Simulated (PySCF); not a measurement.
## What a change does: NMR shielding calculation on C3H6P2

System: C3H6P2.
Method of run 1: GIAO PBE0/pcSseg-1 NMR shielding, non-relativistic, gas phase (PySCF 2.14.0).

The geometry comes from this level: PBE0-D3(BJ)/def2-SVP. Text and figures count atoms from 1; the logs count them from 0 in places.

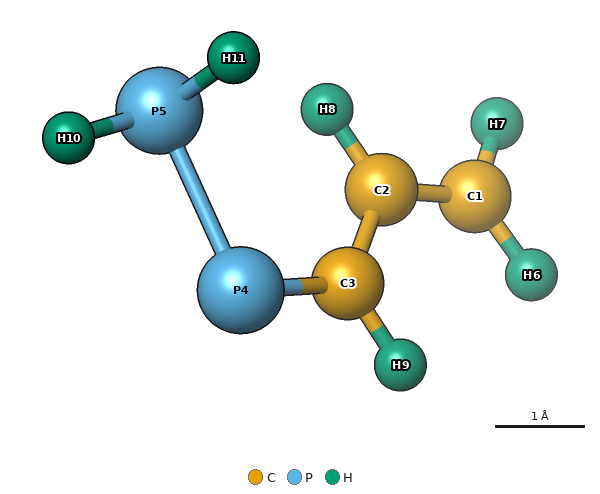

Figure 1. The structure (ball-and-stick view, seen at a tilt; atoms are numbered from 1 in the order of the input). Bond lengths as drawn: C–C 1.34 to 1.44 Å, C–H 1.09 to 1.10 Å, C–P 1.69 Å, H–P 1.43 Å and P–P 2.23 Å.

Input, run 1:
```
{"job": {"kind": "nmr", "xc": "PBE0", "basis": "pcSseg-1"}, "charge": 0, "multiplicity": 1}
C     -2.180088     0.369964     0.144959
C     -0.850148     0.198208     0.041817
C     -0.238207    -0.968022    -0.548902
P      1.378196    -1.338100    -0.859179
P      2.416669     0.491816    -0.106843
H     -2.882454    -0.379005    -0.234039
H     -2.603783     1.264313     0.607756
H     -0.179418     0.974539     0.429687
H     -0.937818    -1.755847    -0.865593
H      3.714060    -0.057141    -0.337801
H      2.398792     1.174244    -1.364482
```

The first line tells a small driver script what to run in PySCF; the rest is the geometry in Å.

Launched with:
```bash
OMP_NUM_THREADS=1 python <driver script> task.json out
```

Hardware: 1 CPU thread, shared host.

Output (run 1):
```
coarse grid: 10232 points
cycle   1  E = -800.0813920786  dE =  3.433e-01  |g| = 2.841e-01  |ddm| = 3.106e+00
cycle   2  E = -800.0473981026  dE =  3.399e-02  |g| = 4.230e-01  |ddm| = 6.874e-01
cycle   3  E = -800.1008886059  dE = -5.349e-02  |g| = 9.809e-02  |ddm| = 5.685e-01
cycle   4  E = -800.1041624807  dE = -3.274e-03  |g| = 2.137e-02  |ddm| = 1.531e-01
cycle   5  E = -800.1042786284  dE = -1.161e-04  |g| = 4.865e-03  |ddm| = 2.689e-02
cycle   6  E = -800.1042865088  dE = -7.880e-06  |g| = 1.652e-03  |ddm| = 8.962e-03
final grid: 89712 points
cycle   7  E = -800.1349748578  dE = -1.338e-05  |g| = 7.320e-03  |ddm| = 2.621e-02
cycle   8  E = -800.1349345631  dE =  4.029e-05  |g| = 1.329e-02  |ddm| = 2.118e-02
cycle   9  E = -800.1349897494  dE = -5.519e-05  |g| = 1.865e-03  |ddm| = 1.622e-02
cycle  10  E = -800.1349908082  dE = -1.059e-06  |g| = 1.460e-04  |ddm| = 2.246e-03
cycle  11  E = -800.1349908136  dE = -5.400e-09  |g| = 5.417e-05  |ddm| = 2.681e-04
cycle  12  E = -800.1349908144  dE = -7.976e-10  |g| = 2.315e-05  |ddm| = 8.333e-05
converged SCF energy = -800.1349908144

GIAO shielding tensors (ppm)
atom      isotropic    diamagn.    paramagn.     s11        s22        s33       span
  0 C       55.993     253.472    -197.480    -42.562     55.911    154.629    197.190
  1 C       41.986     255.792    -213.806    -76.640     42.802    159.795    236.435
  2 C      -16.816     258.828    -275.644   -208.790      9.081    149.260    358.050
  3 P       30.441     966.795    -936.354   -291.235    -42.274    424.831    716.067
  4 P      502.825     966.599    -463.774    409.621    509.817    589.038    179.417
  5 H       25.802      29.737      -3.935     23.174     24.836     29.396      6.222
  6 H       25.693      29.205      -3.513     23.644     24.686     28.749      5.105
  7 H       23.823      32.134      -8.311     19.648     20.915     30.905     11.257
  8 H       22.205      31.040      -8.835     15.973     22.637     28.005     12.032
  9 H       28.192      28.725      -0.534     24.093     25.772     34.710     10.617
 10 H       28.204      28.963      -0.760     23.484     25.783     35.343     11.859
```

For run 2 the input was changed thus:
```diff
-"basis": "pcSseg-1"
+"basis": "pcSseg-2"
+"pop": false
```

Predict how the results change.

The total energy of run 2 is 75.9 kcal/mol lower, which measures the change of basis and not a stability. The dipole moment goes from 1.23 to 1.17 D. Of all shieldings, the largest change is that of P5, by −10.3 ppm. The SCF takes 14 iterations against 12. The basis functions go from 129 to 278.

Output (run 2):
```
coarse grid: 10232 points
cycle   1  E = -800.2200906980  dE =  3.274e-01  |g| = 3.285e-01  |ddm| = 2.488e+00
cycle   2  E = -800.1805858077  dE =  3.950e-02  |g| = 4.654e-01  |ddm| = 6.580e-01
cycle   3  E = -800.2415181676  dE = -6.093e-02  |g| = 1.249e-01  |ddm| = 5.950e-01
cycle   4  E = -800.2466256779  dE = -5.108e-03  |g| = 2.950e-02  |ddm| = 2.043e-01
cycle   5  E = -800.2468471285  dE = -2.215e-04  |g| = 5.655e-03  |ddm| = 3.710e-02
cycle   6  E = -800.2468563903  dE = -9.262e-06  |g| = 2.035e-03  |ddm| = 1.016e-02
final grid: 89712 points
cycle   7  E = -800.2559058424  dE = -5.618e-05  |g| = 7.890e-03  |ddm| = 3.705e-02
cycle   8  E = -800.2558613462  dE =  4.450e-05  |g| = 1.428e-02  |ddm| = 1.905e-02
cycle   9  E = -800.2559223478  dE = -6.100e-05  |g| = 2.085e-03  |ddm| = 1.540e-02
cycle  10  E = -800.2559235996  dE = -1.252e-06  |g| = 2.659e-04  |ddm| = 3.056e-03
cycle  11  E = -800.2559236128  dE = -1.322e-08  |g| = 1.304e-04  |ddm| = 3.704e-04
cycle  12  E = -800.2559236162  dE = -3.327e-09  |g| = 6.212e-05  |ddm| = 1.350e-04
cycle  13  E = -800.2559236174  dE = -1.189e-09  |g| = 7.956e-06  |ddm| = 6.213e-05
cycle  14  E = -800.2559236174  dE = -1.592e-11  |g| = 2.085e-06  |ddm| = 1.041e-05
converged SCF energy = -800.2559236174

GIAO shielding tensors (ppm)
atom      isotropic    diamagn.    paramagn.     s11        s22        s33       span
  0 C       53.735     252.523    -198.788    -46.140     53.219    154.127    200.267
  1 C       37.312     251.821    -214.509    -84.679     37.746    158.869    243.548
  2 C      -22.442     250.478    -272.919   -220.164      4.824    148.016    368.180
  3 P       25.366     967.555    -942.189   -285.963    -50.036    412.098    698.062
  4 P      492.559     967.249    -474.690    398.761    498.009    580.907    182.145
  5 H       25.770      30.313      -4.543     23.238     24.907     29.166      5.928
  6 H       25.714      30.063      -4.349     23.637     24.717     28.789      5.152
  7 H       23.377      32.505      -9.127     18.650     20.841     30.641     11.991
  8 H       21.881      30.224      -8.344     14.897     22.699     28.047     13.150
  9 H       28.154      29.488      -1.335     24.304     26.046     34.111      9.807
 10 H       28.196      29.937      -1.741     23.677     26.065     34.848     11.171
```

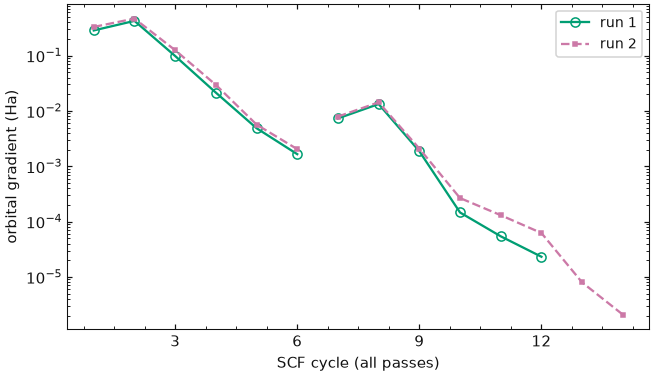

Figure 2. Convergence of the two runs: orbital gradient against the SCF cycle. A break in a curve parts two SCF passes (coarse and final grid). Run 1 takes 12 cycles in all, and run 2 takes 14.

The two runs side by side:

| quantity | run 1 | run 2 |
| --- | --- | --- |
| outcome | converged | converged |
| total energy (hartree) | −800.134991 | −800.255924 |
| HOMO (eV) | −6.69 | −6.67 |
| LUMO (eV) | −2.31 | −2.33 |
| dipole moment (D) | 1.23 | 1.17 |
| shielding of C1 (ppm) | 56.0 | 53.7 |
| shielding of C2 (ppm) | 42.0 | 37.3 |
| shielding of C3 (ppm) | −16.8 | −22.4 |
| shielding of P4 (ppm) | 30.4 | 25.4 |
| shielding of P5 (ppm) | 502.8 | 492.6 |
| shielding of H8 (ppm) | 23.8 | 23.4 |
| shielding of H9 (ppm) | 22.2 | 21.9 |
| SCF iterations | 12 | 14 |
| basis functions | 129 | 278 |
| wall time (shared host) | 11 s | 30 s |
